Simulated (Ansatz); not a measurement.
# AlBH4S2: a spread of methods and bases

Aim: run AlBH4S2 under a spread of inputs, and see what each costs and gives.

Program: Ansatz 0.2.0, Gaussian basis. Level of theory: the settings change from run to run. These are calculated values, not measurements.

## 1. The relaxed structure

The geometry comes from an earlier relaxation with PBE0-D4 in a triple-zeta def2 set; it is a stationary point, not always the lowest conformer.

SMILES `[AlH2][S]BS`, 8 atoms, charge 0, spin multiplicity 1.

Atoms are counted from 1 here; the program's logs count them from 0.

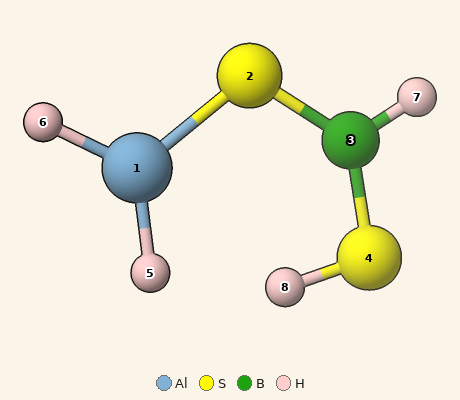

The geometry (aluminium light blue, sulfur yellow, boron green, hydrogen pink); atoms are numbered from 1 in the order of the file.

## 2. PBE0-DH/def2-SVPD

This run has charge +1, multiplicity 2, the search for lower states set to full.

File in.yaml:

```yaml
crystal:
  periodic: [false, false, false]
  atoms:
    - {symbol: Al, position_ang: [-0.777723, 1.516463, -0.087159]}
    - {symbol: S, position_ang: [1.249129, 0.810710, 0.347856]}
    - {symbol: B, position_ang: [1.272028, -0.993416, 0.223067]}
    - {symbol: S, position_ang: [-0.010954, -2.163968, -0.165017]}
    - {symbol: H, position_ang: [-1.950147, 0.513653, -0.441027]}
    - {symbol: H, position_ang: [-0.975758, 3.079259, -0.021657]}
    - {symbol: H, position_ang: [2.331514, -1.498073, 0.437785]}
    - {symbol: H, position_ang: [-1.045988, -1.321829, -0.349648]}
basis:
  gaussian: {orbitals: def2-SVPD}
total_charge: 1
magnetization: {spin_polarized: true, initial_magnetization: 1}
hamiltonian: {xc: {name: PBE0-DH}}
scf: {lower_state_search: full}
output: {forces: true}
```

Run with:

```console
$ ansatz run in.yaml --threads 2 --pin off --events-out ev --progress --plain --max-ram 4352MiB
```

The program printed, shortened:

```text
Functional definition: PBE0-DH
  name "PBE0-DH"
  cite "Brémond & Adamo, J. Chem. Phys. 135, 024106 (2011) doi:10.1063/1.3604569"
  cite "Perdew, Burke & Ernzerhof, Phys. Rev. Lett. 77, 3865 (1996) doi:10.1103/PhysRevLett.77.3865"
[...]
1220 factors; integrals over basis functions are off by at most 9.3e-4 eV
[...]
mean field -28976.86764929 eV, -1064.8802448852 hartree, gradient 7.3e-6 eV, S^2 0.799671; 12 other end points of the search recorded, 0 dependent functions left out
16 core orbitals not correlated: weight in the atoms' cores, before any rotation towards them, 1.000 or more for the frozen orbitals, at most 0.000 for the correlated occupied ones
reference -28976.86768462 eV, -1064.8802461833 hartree; 11, 10 occupied and 103, 104 virtual orbitals, 1220 factors
second order -14.46799682 eV of doubles, -0.00000000 eV of singles
[...]
Total energy: -28978.67618422 eV, -1064.9467073178 hartree
Atom 0 at    -0.777723     1.516463    -0.087159 Å, force    -1.952457     1.133318    -0.387322 eV/Å
Atom 1 at     1.249129     0.810710     0.347856 Å, force     1.020742    -0.711371     0.195840 eV/Å
Atom 2 at     1.272028    -0.993416     0.223067 Å, force     0.923210     0.087371     0.222828 eV/Å
Atom 3 at    -0.010954    -2.163968    -0.165017 Å, force    -0.220870    -0.190189    -0.064924 eV/Å
Atom 4 at    -1.950147     0.513653    -0.441027 Å, force     0.361394    -0.259568     0.069055 eV/Å
Atom 5 at    -0.975758     3.079259    -0.021657 Å, force     0.239965    -0.245394     0.039674 eV/Å
Atom 6 at     2.331514    -1.498073     0.437785 Å, force    -0.027220    -0.013595    -0.006977 eV/Å
Atom 7 at    -1.045988    -1.321829    -0.349648 Å, force    -0.344764     0.199429    -0.068176 eV/Å
Dipole moment:    -0.239729    -0.119604    -0.065682 e Å
```

Run time: 53 s. Hardware: 2 threads of Arm Neoverse V1, shared host; peak memory 0.79 GiB.

Largest force 2.291 eV/Å, ⟨S²⟩ 0.800.

## 3. B3LYP/def2-mTZVPP

This run has D3(BJ) dispersion.

in.yaml, as its differences from that of step 2:

```diff
@@ -12,7 +12,4 @@
 basis:
-  gaussian: {orbitals: def2-SVPD}
-total_charge: 1
-magnetization: {spin_polarized: true, initial_magnetization: 1}
-hamiltonian: {xc: {name: PBE0-DH}}
-scf: {lower_state_search: full}
+  gaussian: {orbitals: def2-mTZVPP}
+hamiltonian: {xc: {name: B3LYP}, dispersion: d3bj}
 output: {forces: true}
```

The command is unchanged.

The program printed, shortened:

```text
Functional definition: B3LYP
  name "B3LYP"
  cite "Stephens, Devlin, Chabalowski & Frisch, J. Phys. Chem. 98, 11623 (1994) doi:10.1021/j100096a001"
  cite "Becke, Phys. Rev. A 38, 3098 (1988) doi:10.1103/PhysRevA.38.3098"
  cite "Lee, Yang & Parr, Phys. Rev. B 37, 785 (1988) doi:10.1103/PhysRevB.37.785"
  cite "Vosko, Wilk & Nusair, Can. J. Phys. 58, 1200 (1980) doi:10.1139/p80-159"
[...]
1046 factors; integrals over basis functions are off by at most 1.6e-3 eV
[...]
mean field -29013.53581479 eV, -1066.2277751125 hartree, gradient 3.8e-5 eV, S^2 0.000000; 0 other end points of the search recorded, 0 dependent functions left out
[...]
reference -29013.53609484 eV, -1066.2277854042 hartree; 27, 27 occupied and 88, 88 virtual orbitals, 1046 factors
Total energy: -29013.94956562 eV, -1066.2429801752 hartree
Atom 0 at    -0.777723     1.516463    -0.087159 Å, force    -0.244878     0.142902    -0.048219 eV/Å
Atom 1 at     1.249129     0.810710     0.347856 Å, force     0.118329     0.184899     0.041488 eV/Å
Atom 2 at     1.272028    -0.993416     0.223067 Å, force     0.374432    -0.137875     0.078873 eV/Å
Atom 3 at    -0.010954    -2.163968    -0.165017 Å, force    -0.134992    -0.241092    -0.049201 eV/Å
Atom 4 at    -1.950147     0.513653    -0.441027 Å, force     0.078641     0.059076     0.023378 eV/Å
Atom 5 at    -0.975758     3.079259    -0.021657 Å, force     0.013237    -0.083524    -0.002997 eV/Å
Atom 6 at     2.331514    -1.498073     0.437785 Å, force    -0.110996     0.053836    -0.022297 eV/Å
Atom 7 at    -1.045988    -1.321829    -0.349648 Å, force    -0.093772     0.021777    -0.021024 eV/Å
Dipole moment:    -0.325237     0.155462    -0.066415 e Å
```

Run time: 2.6 s. Hardware: 2 threads of Arm Neoverse V1, shared host.

Largest force 0.407 eV/Å, dipole 1.76 D.

## 4. wB97X/STO-3G

Options: high accuracy, the search for lower states set to light.

in.yaml, as its differences from that of step 3:

```diff
@@ -12,4 +12,5 @@
 basis:
-  gaussian: {orbitals: def2-mTZVPP}
-hamiltonian: {xc: {name: B3LYP}, dispersion: d3bj}
-output: {forces: true}
+  gaussian: {orbitals: STO-3G}
+hamiltonian: {xc: {name: wB97X}}
+accuracy: high
+scf: {lower_state_search: light}
```

The command is unchanged.

The program printed, shortened:

```text
Functional definition: wB97X
  name "wB97X"
  cite "Chai & Head-Gordon, J. Chem. Phys. 128, 084106 (2008) doi:10.1063/1.2834918"
  cite "Becke, J. Chem. Phys. 107, 8554 (1997) doi:10.1063/1.475007"
[...]
  # The coefficients of nought are those of the uniform gas.
[...]
      + exact_x_lr(omega)
[...]
      + integral(e_c_pw_opposite_spin*poly(b97_u_opposite, 1, cos1, cos2, cos3, cos4))
703 factors; integrals over basis functions are off by at most 1.7e-8 eV
237 factors; integrals over basis functions are off by at most 1.5e-9 eV
[...]
mean field -28682.95397139 eV, -1054.0791164440 hartree, gradient 3.6e-8 eV, S^2 0.000000; 0 other end points of the search recorded, 0 dependent functions left out
reference -28682.95396934 eV, -1054.0791163689 hartree; 27, 27 occupied and 9, 9 virtual orbitals, 703 factors
Total energy: -28682.95396934 eV, -1054.0791163689 hartree
```

Wall time 6.5 s (2 threads of Arm Neoverse V1, shared host); peak memory 0.39 GiB.

## 5. BHLYP/aug-cc-pVTZ

Options: charge +1, multiplicity 2, D3(BJ) dispersion, high accuracy, the search for lower states set to light.

in.yaml, as its differences from that of step 4:

```diff
@@ -12,4 +12,6 @@
 basis:
-  gaussian: {orbitals: STO-3G}
-hamiltonian: {xc: {name: wB97X}}
+  gaussian: {orbitals: aug-cc-pVTZ}
+total_charge: 1
+magnetization: {spin_polarized: true, initial_magnetization: 1}
+hamiltonian: {xc: {name: BHLYP}, dispersion: d3bj}
 accuracy: high
```

The command is unchanged.

The program printed:

```text
Functional definition: BHLYP
  name "BHLYP"
  cite "Becke, J. Chem. Phys. 98, 1372 (1993) doi:10.1063/1.464304"
  cite "Becke, Phys. Rev. A 38, 3098 (1988) doi:10.1103/PhysRevA.38.3098"
  cite "Lee, Yang & Parr, Phys. Rev. B 37, 785 (1988) doi:10.1103/PhysRevB.37.785"
  parameter a = 0.5
  exchange = (1 - a)*b88_x + a*exact_x
  correlation = lyp_c
4362 factors; integrals over basis functions are off by at most 3.4e-9 eV
mean field evaluation 1: about -28995.0567 eV, gradient 2.8e1 eV
mean field evaluation 2: about -28990.0364 eV, gradient 4.1e1 eV
mean field evaluation 4: about -29002.3417 eV, gradient 3.6e0 eV
mean field evaluation 8: about -29002.5757 eV, gradient 1.1e0 eV
mean field evaluation 16: about -29002.5926 eV, gradient 2.2e-2 eV
mean field evaluation 32: about -29002.5926 eV, gradient 9.5e-6 eV
mean field -29002.59256719 eV, -1065.8256181810 hartree, gradient 5.8e-8 eV, S^2 0.795177; 4 other end points of the search recorded, 0 dependent functions left out
reference -29002.59260101 eV, -1065.8256194237 hartree; 27, 26 occupied and 261, 262 virtual orbitals, 4362 factors
Total energy: -29002.94469760 eV, -1065.8385587349 hartree
```

Wall time 1.7 min (2 threads of Arm Neoverse V1, shared host); peak memory 2.8 GiB.

⟨S²⟩ 0.795.

## 6. RPA/def2-SVPD

This run has charge -1, multiplicity 2, atoms shaken by 0.08 Å.

File in.yaml:

```yaml
crystal:
  periodic: [false, false, false]
  atoms:
    - {symbol: Al, position_ang: [-0.753846, 1.360457, -0.144523]}
    - {symbol: S, position_ang: [1.194962, 0.832585, 0.345014]}
    - {symbol: B, position_ang: [1.197781, -1.020007, 0.245395]}
    - {symbol: S, position_ang: [-0.017049, -2.221709, -0.037079]}
    - {symbol: H, position_ang: [-1.861155, 0.451387, -0.537582]}
    - {symbol: H, position_ang: [-1.005619, 2.945567, -0.033546]}
    - {symbol: H, position_ang: [2.341659, -1.567932, 0.329043]}
    - {symbol: H, position_ang: [-1.023557, -1.209993, -0.456812]}
basis:
  gaussian: {orbitals: def2-SVPD}
total_charge: -1
magnetization: {spin_polarized: true, initial_magnetization: 1}
hamiltonian: {xc: {name: HF}}
correlation: {method: rpa}
```

Launched as before.

The program printed:

```text
Functional definition: HF
  name "HF"
  cite "Fock, Z. Phys. 61, 126 (1930) doi:10.1007/BF01340294"
  parent pbe
  exchange = exact_x
  correlation = 0
1220 factors; integrals over basis functions are off by at most 9.7e-4 eV
mean field evaluation 1: about -28942.1622 eV, gradient 1.5e1 eV
mean field evaluation 2: about -28942.1852 eV, gradient 1.5e1 eV
mean field evaluation 4: about -28944.4239 eV, gradient 2.4e0 eV
mean field evaluation 8: about -28944.5111 eV, gradient 1.7e-1 eV
mean field evaluation 16: about -28944.5134 eV, gradient 2.5e-6 eV
mean field evaluation 32: about -28943.7209 eV, gradient 1.3e0 eV
mean field -28944.51343803 eV, -1063.6912495518 hartree, gradient 2.5e-6 eV, S^2 0.767538; 6 other end points of the search recorded, 0 dependent functions left out
16 core orbitals not correlated: weight in the atoms' cores, before any rotation towards them, 1.000 or more for the frozen orbitals, at most 0.000 for the correlated occupied ones
reference -28944.51343803 eV, -1063.6912495518 hartree; 12, 11 occupied and 102, 103 virtual orbitals, 1220 factors
Total energy: -28959.47420270 eV, -1064.2410475126 hartree
```

Wall time 6 s (2 threads of Arm Neoverse V1, shared host); peak memory 0.33 GiB.

⟨S²⟩ 0.768.

## 7. SVWN5/aug-cc-pVTZ

Set apart from the defaults: charge +1, multiplicity 2, atoms shaken by 0.15 Å, density fitting with def2-universal-jkfit.

File in.yaml:

```yaml
crystal:
  periodic: [false, false, false]
  atoms:
    - {symbol: Al, position_ang: [-0.766179, 1.583954, -0.100215]}
    - {symbol: S, position_ang: [1.168542, 1.088915, 0.064707]}
    - {symbol: B, position_ang: [1.295089, -0.883381, 0.082176]}
    - {symbol: S, position_ang: [-0.130063, -2.253963, -0.240325]}
    - {symbol: H, position_ang: [-1.778323, 0.533484, -0.235029]}
    - {symbol: H, position_ang: [-1.037454, 3.309473, 0.132958]}
    - {symbol: H, position_ang: [2.452249, -1.508618, 0.345843]}
    - {symbol: H, position_ang: [-1.296226, -1.443298, -0.350795]}
basis:
  gaussian: {orbitals: aug-cc-pVTZ, fitting: {mean_field: def2-universal-jkfit}}
total_charge: 1
magnetization: {spin_polarized: true, initial_magnetization: 1}
hamiltonian: {xc: {name: SVWN5}}
```

The command is unchanged.

The program printed:

```text
Functional definition: SVWN5
  name "SVWN5"
  cite "Dirac, Proc. Camb. Phil. Soc. 26, 376 (1930) doi:10.1017/S0305004100016108"
  cite "Slater, Phys. Rev. 81, 385 (1951) doi:10.1103/PhysRev.81.385"
  cite "Vosko, Wilk & Nusair, Can. J. Phys. 58, 1200 (1980) doi:10.1139/p80-159"
  exchange = slater_x
  correlation = vwn5_c
531 factors; integrals over basis functions are off by at most 1.2e0 eV
mean field evaluation 1: about -28880.6685 eV, gradient 3.4e1 eV
mean field evaluation 2: about -28819.3442 eV, gradient 9.5e1 eV
mean field evaluation 4: about -28884.4307 eV, gradient 2.5e1 eV
mean field evaluation 8: about -28889.6147 eV, gradient 6.6e0 eV
mean field evaluation 16: about -28890.1962 eV, gradient 4.2e-1 eV
mean field evaluation 32: about -28889.9870 eV, gradient 1.3e0 eV
mean field -28890.20037215 eV, -1061.6952811954 hartree, gradient 2.7e-5 eV, S^2 0.753559; 6 other end points of the search recorded, 0 dependent functions left out
reference -28890.20042684 eV, -1061.6952832052 hartree; 27, 26 occupied and 261, 262 virtual orbitals, 531 factors
Total energy: -28890.20042684 eV, -1061.6952832052 hartree
```

Run time: 14 s. Hardware: 2 threads of Arm Neoverse V1, shared host; peak memory 0.71 GiB.

⟨S²⟩ 0.754.

## 8. rPW86-PBE/pcseg-2

Set apart from the defaults: charge +1, multiplicity 2, a grid of angular degree 23.

File in.yaml:

```yaml
crystal:
  periodic: [false, false, false]
  atoms:
    - {symbol: Al, position_ang: [-0.777723, 1.516463, -0.087159]}
    - {symbol: S, position_ang: [1.249129, 0.810710, 0.347856]}
    - {symbol: B, position_ang: [1.272028, -0.993416, 0.223067]}
    - {symbol: S, position_ang: [-0.010954, -2.163968, -0.165017]}
    - {symbol: H, position_ang: [-1.950147, 0.513653, -0.441027]}
    - {symbol: H, position_ang: [-0.975758, 3.079259, -0.021657]}
    - {symbol: H, position_ang: [2.331514, -1.498073, 0.437785]}
    - {symbol: H, position_ang: [-1.045988, -1.321829, -0.349648]}
basis:
  gaussian: {orbitals: pcseg-2, final_grid: {core_spheres: 8, valence_spheres: 7, degree: 23}}
total_charge: 1
magnetization: {spin_polarized: true, initial_magnetization: 1}
hamiltonian: {xc: {name: rPW86-PBE}}
output: {forces: true}
```

The command is unchanged.

The program printed, shortened:

```text
Functional definition: rPW86-PBE
  name "rPW86-PBE"
  cite "Murray, Lee & Langreth, J. Chem. Theory Comput. 5, 2754 (2009) doi:10.1021/ct900365q"
  cite "Perdew, Burke & Ernzerhof, Phys. Rev. Lett. 77, 3865 (1996) doi:10.1103/PhysRevLett.77.3865"
  parent pbe
[...]
1146 factors; their error is unknown
[...]
mean field -29032.23181974 eV, -1066.9148406220 hartree, gradient 7.9e-6 eV, S^2 0.758969; 7 other end points of the search recorded, 0 dependent functions left out
[...]
reference -29032.23197287 eV, -1066.9148462492 hartree; 27, 26 occupied and 161, 162 virtual orbitals, 1146 factors
Total energy: -29032.23197287 eV, -1066.9148462492 hartree
Atom 0 at    -0.777723     1.516463    -0.087159 Å, force    -1.767212     1.042247    -0.366184 eV/Å
Atom 1 at     1.249129     0.810710     0.347856 Å, force     1.106834    -0.304260     0.332452 eV/Å
Atom 2 at     1.272028    -0.993416     0.223067 Å, force     1.057976    -0.046380     0.174673 eV/Å
Atom 3 at    -0.010954    -2.163968    -0.165017 Å, force    -0.174105    -0.686937    -0.102230 eV/Å
Atom 4 at    -1.950147     0.513653    -0.441027 Å, force     0.250120    -0.251042     0.062571 eV/Å
Atom 5 at    -0.975758     3.079259    -0.021657 Å, force     0.194043    -0.148810    -0.001101 eV/Å
Atom 6 at     2.331514    -1.498073     0.437785 Å, force    -0.187041     0.060794    -0.039019 eV/Å
Atom 7 at    -1.045988    -1.321829    -0.349648 Å, force    -0.480615     0.334388    -0.061162 eV/Å
Dipole moment:    -0.256000    -0.080969    -0.065269 e Å
```

Wall time 21 s (2 threads of Arm Neoverse V1, shared host); peak memory 0.48 GiB.

Largest force 2.084 eV/Å, ⟨S²⟩ 0.759.

## 9. B3LYP/x2c-TZVPPall

This run has atoms shaken by 0.08 Å, density fitting with def2-universal-jkfit, a grid of angular degree 23, D3(BJ) dispersion.

File in.yaml:

```yaml
crystal:
  periodic: [false, false, false]
  atoms:
    - {symbol: Al, position_ang: [-0.752135, 1.612449, -0.136225]}
    - {symbol: S, position_ang: [1.231743, 0.710475, 0.380971]}
    - {symbol: B, position_ang: [1.159735, -1.055392, 0.212846]}
    - {symbol: S, position_ang: [0.006338, -2.140674, -0.169899]}
    - {symbol: H, position_ang: [-1.874991, 0.402988, -0.399602]}
    - {symbol: H, position_ang: [-0.921791, 2.996511, -0.147786]}
    - {symbol: H, position_ang: [2.270129, -1.558718, 0.365775]}
    - {symbol: H, position_ang: [-1.110045, -1.272984, -0.312824]}
basis:
  gaussian: {orbitals: x2c-TZVPPall, fitting: {mean_field: def2-universal-jkfit}, final_grid: {core_spheres: 8, valence_spheres: 7, degree: 23}}
hamiltonian: {xc: {name: B3LYP}, dispersion: d3bj}
output: {forces: true}
```

The command is unchanged.

The program printed, shortened:

```text
Functional definition: B3LYP
  name "B3LYP"
  cite "Stephens, Devlin, Chabalowski & Frisch, J. Phys. Chem. 98, 11623 (1994) doi:10.1021/j100096a001"
  cite "Becke, Phys. Rev. A 38, 3098 (1988) doi:10.1103/PhysRevA.38.3098"
  cite "Lee, Yang & Parr, Phys. Rev. B 37, 785 (1988) doi:10.1103/PhysRevB.37.785"
  cite "Vosko, Wilk & Nusair, Can. J. Phys. 58, 1200 (1980) doi:10.1139/p80-159"
[...]
531 factors; integrals over basis functions are off by at most 1.3e0 eV
[...]
mean field -29084.80833037 eV, -1068.8469917498 hartree, gradient 4.7e-5 eV, S^2 0.000000; 0 other end points of the search recorded, 0 dependent functions left out
[...]
reference -29084.80862581 eV, -1068.8470026073 hartree; 27, 27 occupied and 186, 186 virtual orbitals, 531 factors
Total energy: -29085.22814832 eV, -1068.8624197752 hartree
Relativity: scalar
Atom 0 at    -0.752135     1.612449    -0.136225 Å, force     0.316941    -4.779629     0.132262 eV/Å
Atom 1 at     1.231743     0.710475     0.380971 Å, force    -0.322121     1.512754     0.026555 eV/Å
Atom 2 at     1.159735    -1.055392     0.212846 Å, force     4.152545     1.731597     0.891083 eV/Å
Atom 3 at     0.006338    -2.140674    -0.169899 Å, force    -4.482088    -2.130481    -1.165208 eV/Å
Atom 4 at    -1.874991     0.402988    -0.399602 Å, force     0.422663     0.988959     0.056123 eV/Å
Atom 5 at    -0.921791     2.996511    -0.147786 Å, force    -0.444657     3.390036    -0.066541 eV/Å
Atom 6 at     2.270129    -1.558718     0.365775 Å, force    -0.682062     0.238907     0.007701 eV/Å
Atom 7 at    -1.110045    -1.272984    -0.312824 Å, force     1.038780    -0.952142     0.118024 eV/Å
Dipole moment:    -0.411386     0.306471    -0.104635 e Å
```

Wall time 2.7 s (2 threads of Arm Neoverse V1, shared host); peak memory 0.29 GiB.

Largest force 5.098 eV/Å, dipole 2.51 D.

## 10. r2SCAN/def2-TZVPP

Set apart from the defaults: a grid of angular degree 47, high accuracy.

File in.yaml:

```yaml
crystal:
  periodic: [false, false, false]
  atoms:
    - {symbol: Al, position_ang: [-0.777723, 1.516463, -0.087159]}
    - {symbol: S, position_ang: [1.249129, 0.810710, 0.347856]}
    - {symbol: B, position_ang: [1.272028, -0.993416, 0.223067]}
    - {symbol: S, position_ang: [-0.010954, -2.163968, -0.165017]}
    - {symbol: H, position_ang: [-1.950147, 0.513653, -0.441027]}
    - {symbol: H, position_ang: [-0.975758, 3.079259, -0.021657]}
    - {symbol: H, position_ang: [2.331514, -1.498073, 0.437785]}
    - {symbol: H, position_ang: [-1.045988, -1.321829, -0.349648]}
basis:
  gaussian: {orbitals: def2-TZVPP, final_grid: {core_spheres: 20, valence_spheres: 16, degree: 47}}
hamiltonian: {xc: {name: r2SCAN}}
accuracy: high
```

The command is unchanged.

The program printed:

```text
Functional definition: r2SCAN
  name "r2SCAN"
  cite "Furness, Kaplan, Ning, Perdew & Sun, J. Phys. Chem. Lett. 11, 8208 (2020) doi:10.1021/acs.jpclett.0c02405"
  cite "Furness, Kaplan, Ning, Perdew & Sun, J. Phys. Chem. Lett. 11, 9248 (2020) doi:10.1021/acs.jpclett.0c03077"
  parent r2scan
  parameter k0 = 0.174
  parameter k1 = 0.065
  parameter a1 = 4.9479
  exchange = r2scan_x(k0 = k0, k1 = k1, a1 = a1)
  correlation = r2scan_c
3627 factors; integrals over basis functions are off by at most 1.5e-8 eV
mean field evaluation 1: about -29006.5883 eV, gradient 3.1e1 eV
mean field evaluation 2: about -29002.6679 eV, gradient 4.8e1 eV
mean field evaluation 4: about -29009.6272 eV, gradient 2.2e0 eV
mean field evaluation 8: about -29009.6239 eV, gradient 2.6e-1 eV
mean field evaluation 16: about -29009.6241 eV, gradient 1.7e-4 eV
mean field -29009.62409626 eV, -1066.0840221082 hartree, gradient 4.2e-8 eV, S^2 0.000000; 0 other end points of the search recorded, 0 dependent functions left out
reference -29009.62409718 eV, -1066.0840221418 hartree; 27, 27 occupied and 186, 186 virtual orbitals, 3627 factors
Total energy: -29009.62409718 eV, -1066.0840221418 hartree
```

It took 16 s on 2 threads of Arm Neoverse V1, shared host; peak memory 1 GiB.

## 11. The runs in one table

```csv
level,charge,multiplicity,geometry,functions,energy (eV),time
PBE0-DH/def2-SVPD,1,2,relaxed,130,-28978.676,53 s
B3LYP/def2-mTZVPP,0,1,relaxed,115,-29013.950,2.6 s
wB97X/STO-3G,0,1,relaxed,36,-28682.954,6.5 s
BHLYP/aug-cc-pVTZ,1,2,relaxed,288,-29002.945,1.7 min
RPA/def2-SVPD,-1,2,shaken,130,-28959.474,6 s
SVWN5/aug-cc-pVTZ,1,2,shaken,288,-28890.200,14 s
rPW86-PBE/pcseg-2,1,2,relaxed,188,-29032.232,21 s
B3LYP/x2c-TZVPPall,0,1,shaken,213,-29085.228,2.7 s
r2SCAN/def2-TZVPP,0,1,relaxed,213,-29009.624,16 s
```

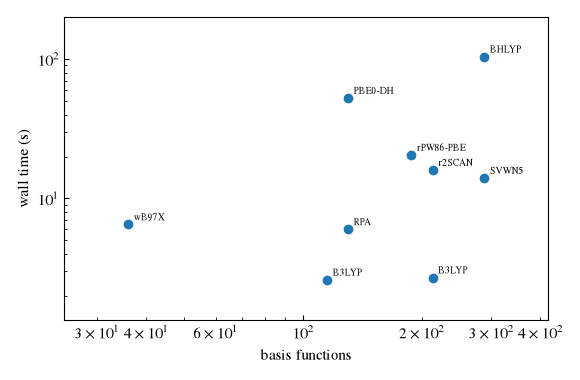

Wall time against the number of basis functions (shared host).

## 12. Results

| quantity | value |
| --- | --- |
| runs | 9 |
| quickest | B3LYP/def2-mTZVPP, 2.6 s |
| slowest | BHLYP/aug-cc-pVTZ, 1.7 min |
| spread of total energies, same state and geometry | 331.0 eV |

BHLYP/aug-cc-pVTZ took 40 times as long as B3LYP/def2-mTZVPP. The jobs differ in tasks and options as well as level. The totals spread over 331 eV; they can't be compared across methods or bases. At the PBE0-D4/def2-TZVP geometry and in the same state, runs without warnings or point charges leave forces up to 0.41 eV/Å (B3LYP/def2-mTZVPP), against 5.1 eV/Å where the atoms were moved.
